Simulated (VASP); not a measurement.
Band structure of C (graphite). Calculation: PBE GGA with D4 dispersion, VASP's PBE PAW potentials (set 64) (plane waves; VASP).

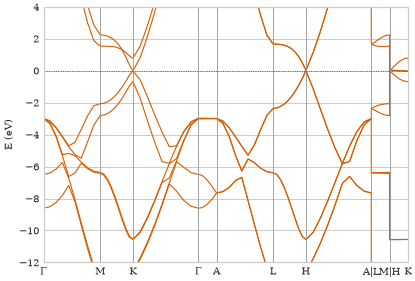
*Bands along high-symmetry lines, zero at the valence-band maximum or, without a gap, the Fermi level*

Read the plot: is there a gap, and where are the band edges?

It has no gap at this level: it comes out as a metal or semimetal. (Edges off the drawn lines would not show.)

The compound is C in the graphite structure. It was relaxed first.
